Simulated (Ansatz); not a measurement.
# NbInO4 (P2/c): spin-orbit coupling beyond the local functionals

Wanted: gaps of NbInO4 (P2/c) with and without spin-orbit coupling, with cost.

Main program and level: Ansatz 0.2.0; density functionals with and without spin-orbit coupling, plane waves, PAW.

**The experiments to reproduce.**

- Gap 4.7 eV: direct gap from Elliott-Toyozawa fit; diffuse reflectance; 300 K; powder (“Accurate Determination of the Band-Gap Energy of the Rare-Earth Niobate Series”, 2024, arxiv:2401.13477).

### Step 1. The structure

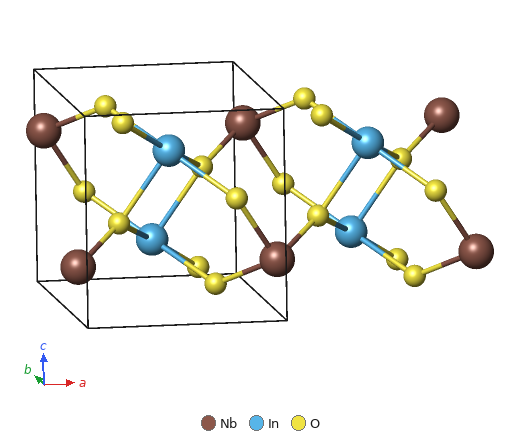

The starting structure, seen slightly off an axis (niobium brown, indium blue, oxygen yellow). 2×1×1 cells are drawn. Some periodic images of atoms are drawn too.

As a file:

```cif
data_structure
_symmetry_space_group_name_H-M 'P2/c'
_symmetry_Int_Tables_number 13
_cell_length_a 4.8355
_cell_length_b 5.7709
_cell_length_c 5.1440
_cell_angle_alpha 90.000
_cell_angle_beta 91.130
_cell_angle_gamma 90.000
_cell_volume 143.52
loop_
_atom_site_label
_atom_site_type_symbol
_atom_site_symmetry_multiplicity
_atom_site_Wyckoff_symbol
_atom_site_fract_x
_atom_site_fract_y
_atom_site_fract_z
_atom_site_occupancy
Nb1 Nb 2 e 0.00000 0.17790 0.25000 1
In1 In 2 f 0.50000 0.68250 0.25000 1
O1 O 4 g 0.26000 0.61800 0.90100 1
O2 O 4 g 0.21700 0.89800 0.43800 1
```

The cell and positions come from the Crystallography Open Database and are kept as given unless a step says otherwise. The default PAW set here is soft_2. Its files were made with PBE.

### Step 2. HSE06, 4×2×2 mesh

This step: DFT, HSE06, plane waves, PAW.

Contents of input.yaml:

```yaml
crystal:
  lattice:
    - [4.8355, 0.0, 0.0]
    - [0.0, 5.7709, 0.0]
    - [-0.1014445258, 0.0, 5.1429996119]
  atoms:
    - { symbol: Nb, position: [0.0, 0.1779, 0.25] }
    - { symbol: Nb, position: [0.0, 0.8221, 0.75] }
    - { symbol: In, position: [0.5, 0.6825, 0.25] }
    - { symbol: In, position: [0.5, 0.3175, 0.75] }
    - { symbol: O, position: [0.26, 0.618, 0.901] }
    - { symbol: O, position: [0.74, 0.618, 0.599] }
    - { symbol: O, position: [0.74, 0.382, 0.099] }
    - { symbol: O, position: [0.26, 0.382, 0.401] }
    - { symbol: O, position: [0.217, 0.898, 0.438] }
    - { symbol: O, position: [0.783, 0.898, 0.062] }
    - { symbol: O, position: [0.783, 0.102, 0.562] }
    - { symbol: O, position: [0.217, 0.102, 0.938] }
kpoints:
  mp_grid: { grid: [4, 2, 2] }
  band_path:
    path:
      - [0.0, 0.0, 0.0]
      - [0.0, 0.5, 0.0]
      - [0.0, 0.5, 0.5]
      - [0.0, 0.0, 0.5]
      - [-0.5, 0.0, 0.5]
      - [-0.5, 0.5, 0.5]
      - [-0.5, 0.5, 0.0]
      - [-0.5, 0.0, 0.0]
      - [0.3333333333, 0.0, -0.25]
      - [0.1666666667, 0.0, -0.5]
    npoints: 1
hamiltonian:
  xc: hse06
scf:
  occupations: { method: fixed }
  n_extra_bands: 8
output:
  eigenvalues: true
```

Launch:

```
$ ansatz run input.yaml --threads 24 --pin off --max-ram 82944MiB --backend cuda --events-out ev --progress --plain --runs-dir out --devices 1 --max-vram 78GiB
```

Numbers of over 12 decimals in the logs are rounded to 6 here.

Output:

```text
scf.n_extra_bands = 8 over 50 filled bands (N_el = 100.0): the run solves 58 bands
exact exchange: scf.exx.singularity resolves to wigner_seitz, which cuts the screened interaction at the faces of the exchange supercell's Wigner-Seitz cell, so that each pair interacts once, at the shortest of its separations (the periodic images that this leaves out come, for a point-like exchange hole, to about 0.002 eV on a filled level). The cut falls within the interaction's reach, and what an exchange supercel [...]
GPUs: using 1 of 1 available (devices: 1).
Engine: ansatz 0.2.0, aarch64-unknown-linux-gnu
Pseudopotentials: kind: paw
Pseudopotential: Nb, paw, valence charge 13, recommended cutoff 420 eV (normal), Nb.paw.azcp
Pseudopotential: In, paw, valence charge 13, recommended cutoff 420 eV (normal), In.paw.azcp
Pseudopotential: O, paw, valence charge 6, recommended cutoff 420 eV (normal), O.paw.azcp
Functional definition: HSE06
  parameter a = 0.25
  parameter omega = 0.11/bohr
  exchange = pbe_x - a*pbe_x_sr(omega) + a*exact_x_sr(omega)
  correlation = pbe_c
davidson cushion auto → on  (no smearing: the cushion is to keep the highest requested band from converging to the state above it; pin scf.eigensolver.cushion to override)
[...]
Crystal: 12 atoms, lattice volume = 143.516 Å³
Basis set: ecut = 420 eV, 2809 PW (Γ)
Bands: 58, of which v1, the nominal top of the filled ones, is band 50 counted from 1 (49 counted from 0)
Symmetry: 4 space group operations
Space group: P2/c (ITA 13), of the structure as read, at distance tolerance 5.2e-5 Å
k-points: 12 of 16
Non-local potential: Nb, projectors of the file, l = 0: 3, l = 1: 2, l = 2: 2, l = 3: 1
Non-local potential: In, projectors of the file, l = 0: 2, l = 1: 2, l = 2: 2, l = 3: 2
Non-local potential: O, projectors of the file, l = 0: 2, l = 1: 2, l = 2: 1
PAW form: soft (Blöchl's): semilocal exchange-correlation on the pseudo side does not see the compensation charge
PAW frozen core: Nb, regenerated for the run's functional, and the local potential with it (the file was generated under x = pbe(κ = 0.804, μ = 0.219515), c = pbe(β = 0.066725))
PAW frozen core: In, regenerated for the run's functional, and the local potential with it (the file was generated under x = pbe(κ = 0.804, μ = 0.219515), c = pbe(β = 0.066725))
PAW frozen core: O, regenerated for the run's functional, and the local potential with it (the file was generated under x = pbe(κ = 0.804, μ = 0.219515), c = pbe(β = 0.066725))
PAW one-centre angular grid: Nb, 590 points (default); XC on 64 Gauss nodes
PAW one-centre angular grid: In, 590 points (default); XC on 64 Gauss nodes
PAW one-centre angular grid: O, 110 points (default); XC on 96 Gauss nodes
[...]
Exchange kernel: α = 0.2500, screened, ω = 0.2079 Å⁻¹, Wigner–Seitz truncation, v(0) = 973.9719 eV·Å³, q-mesh 4×2×2, nearest image of the exchange supercell L = 10.29 Å, pair-density grid 25×32×30, without the augmentation charges, whose exchange is taken in its separable form by FFT convolution over the k-point mesh (sized by the pseudopotential files, 36×40×36 at the most), smooth part of the exact exchange by density-matrix convolution in up to 2.33 GiB of GPU memory as planned if the GPU has room (build and FFT work areas not counted)
Frozen-core exchange: fock
SCF iter   1: F=—  HF=-24857.249437 eV  |F-HF|=—  |Δ(HF+E_count)|=         —  Δρ=1.56e-4  dr2=3.30e-5  ethr=7.44e-7  ⟨swp⟩=4.8  Hψ=1595  notcnv=0
[...]
iter 2 solved again at ethr=2.69e-9 eV; its pass at ethr=3.10e-8 eV (dr2=2.69e-6 eV) is discarded
SCF iter   2: F=—  HF=-24857.249432 eV  |F-HF|=—  |Δ(HF+E_count)|=   4.97e-6  Δρ=5.08e-5  dr2=2.99e-6  ethr=2.69e-9  ⟨swp⟩=2.5  Hψ=3592  notcnv=0
SCF iter   3: F=—  HF=-24857.249434 eV  |F-HF|=—  |Δ(HF+E_count)|=   1.32e-6  Δρ=2.31e-5  dr2=5.89e-7  ethr=2.67e-9  ⟨swp⟩=5.2  Hψ=1664  notcnv=0  defer=22
SCF iter   4: F=-24857.249434 eV  HF=-24857.249434 eV  |F-HF|=3.41e-9  |Δ(HF+E_count)|=   8.95e-8  Δρ=8.28e-6  dr2=4.40e-8  ethr=5.03e-10  ⟨swp⟩=3.4  Hψ=1761  notcnv=0  defer=2
SCF 3 converged in 4 iterations: F = -24857.249434 eV  dr2 = 4.40e-8
hybrid outer 2: dexx = +2.006e-6 eV, tail = 1.21e-7 eV, Δε = 4.21e-3 eV (about 1.55e-4 eV left of the loop's levels)
[...]
NSCF: frozen V_eff on 10 k-points
hybrid SCF converged: 2 outer / 11 inner (+3 warm-up), last move |dexx| = 2.01e-6 eV, tail = 1.21e-7 eV
Stability not checked: this state was not tested for a lower state beside it, because the functional holds exact exchange (a hybrid, or Hartree-Fock), whose exchange loop this test does not read (fock_operator; see scf.lower_state_search)
Free energy (F): -24857.249434 eV
Frozen-core exchange: fock
Harris-Foulkes:  -24857.249434 eV  (|F-HF|=3.41e-9)
Internal energy: -24857.249434 eV  (E = F + TS)
E sigma→0 (E₀):  -24857.249434 eV
Fermi energy:    7.838633 eV
--- Per-component energies (eV) ---
  E_band       = -500.951060
  E_kinetic    = 2690.615599
  E_local      = -6451.495086  (includes V_loc(G=0)·N_el)
  E_nonlocal   = 1343.476028
  E_hartree    = 2308.903308
  E_xc         = -1093.930729
  E_vxc        = -1093.365198  (∫ρ·V_xc dr)
  E_exx        = -293.660673  (= α·E_x^exact, valence–valence)
  E_paw        = -15727.221260  (= ΣΔE_a)
  E_vpaw       = -1020.687612  (= ΣTr[D̂ρ^β])
  E_aug_tail   = 0.019502  (compensation charges beyond the density's cutoff)
  E_ewald      = -7633.930159
  E_core_change = -0.025965  (= ΣΔE_core)
  E_smearing   = -0.000000  (= −TS)
  E_closure    = 0.000000  (closes the sum)
  Σ components = -24857.249434   (vs F -24857.249434, Δ=-3.64e-12)
--- Band table (eV; the first three rows and the last of 12) ---
  k-point 0: bands = [... 46 lower, 7.3211, 7.4226, 7.6906, 7.7158, 12.9897, 13.4994, 13.6029, 13.6302, ... 4 higher]
  k-point 1: bands = [... 46 lower, 7.4329, 7.4329, 7.6670, 7.6670, 12.8719, 12.8719, 13.5710, 13.5710, ... 4 higher]
  k-point 2: bands = [... 46 lower, 7.3118, 7.3350, 7.5024, 7.8386, 12.8373, 13.6283, 13.7894, 13.9342, ... 4 higher]
  k-point 11: bands = [... 46 lower, 6.9995, 6.9995, 7.5333, 7.5333, 13.5113, 13.5113, 13.5574, 13.5574, ... 4 higher]
```

The job ended after 6 s (1 × NVIDIA GB200 (shared by 2 runs) with 24 threads of Arm Neoverse V2, shared host; peak memory 1.6 GiB; 38 s of CPU time).

This step gave:

* gap: 4.840 eV
* valence top at: k = (0.333, 0.000, -0.250)
* conduction bottom at: k = (0.167, 0.000, -0.500)
* least direct gap: 4.999 eV
* exact-exchange fraction: 0.25

The gap is indirect, with the least direct gap 0.16 eV higher.

### Step 3. HSE06+SOC, 4×2×2 mesh

Spin-orbit coupling can split or shift the edges; a non-collinear run measures by how much.

This step: DFT, HSE06 with spin-orbit coupling, plane waves, PAW.

input.yaml, as its differences from that of step 2:

```diff
@@ -37,3 +37,6 @@
   occupations: { method: fixed }
-  n_extra_bands: 8
+  n_extra_bands: 16
+magnetization:
+  noncollinear: true
+  spin_orbit: true
 output:
```

Output:

```text
[...]
GPUs: using 1 of 1 available (devices: 1).
[...]
non-collinear run that drives no moment, with spin-orbit: no starting moment large enough to seed its density (crystal.atoms[].spin), no starting occupations that ask for one, no magnetisation constraint and no magnetic field, so the semilocal B_xc is pinned to zero
[...]
Crystal: 12 atoms, lattice volume = 143.516 Å³
Basis set: ecut = 420 eV, 2809 PW (Γ)
Bands: 116, of which v1, the nominal top of the filled ones, is band 100 counted from 1 (99 counted from 0)
Symmetry: 4 space group operations + 4 with time reversal
[...]
k-points: 12 of 16
Projection manifold: j_resolved (fully-relativistic pseudo-atomic orbitals)
[...]
hybrid outer 1: dexx = +6.480e-2 eV, tail = 1.15e-4 eV
[...]
SCF 3 converged in 5 iterations: F = -24851.421379 eV  dr2 = 2.22e-8
[...]
E_ewald      = -7633.930159
  E_core_change = -0.009578  (= ΣΔE_core)
  E_smearing   = -0.000000  (= −TS)
  E_closure    = -0.000000  (closes the sum)
  Σ components = -24851.421379   (vs F -24851.421379, Δ=0.00e0)
--- Band table (eV; the first three rows and the last of 12) ---
[...]
```

Run time: 19 s. Hardware: 1 × NVIDIA GB200 (shared by 2 runs) with 24 threads; peak memory 2.7 GiB; 2.7 min of CPU time.

Numbers from this step:

```yaml
gap: 4.839 eV
valence_top_at: k = (0.333, 0.000, -0.250)
conduction_bottom_at: k = (0.167, 0.000, -0.500)
least_direct_gap: 4.997 eV
exact_exchange_fraction: 0.25
```

The gap is that of HSE06.

### Step 4. Together

Times are wall times on 1 × NVIDIA GB200 (shared by 2 runs) with 24 threads of Arm Neoverse V2, shared host, good to a factor of about two.

```csv
level,gap (eV),with coupling (eV),change (eV),time,with coupling
HSE06,4.84,4.84,−0.001,6 s,19 s
```

### Step 5. What came out

| Property | Result |
| --- | --- |
| HSE06 | 4.84 eV |
| HSE06+SOC | 4.84 eV |

In words: Spin-orbit coupling changes the gap by −0.001 eV and the least direct gap by −0.001 eV. Against experiment, by HSE06+SOC: the direct gap of 5.00 eV lies +0.30 eV from the measured 4.7 eV (electronic, 300 K, 2024). The lattice is static and excitons are left out.

[Paths, hosts, dates, memory and timing lines, banners, echoed tables and standing remarks are left out of the program output.]

[Logs are printed without paths, hosts, clocks, repeated set-up lines and the standing remarks that a program may print on its own settings, such as how far it seeks lower states.]

[Runs of the session that timed out or met a known fault of the program may be left out.]

[Cells called generated may have been cut or substituted from an entry of the Crystallography Open Database or the Materials Project.]

[Hosts, paths, dates, database ids (printed as entryN), source tags and the programs' standing remarks are cut or masked in the printed files.]
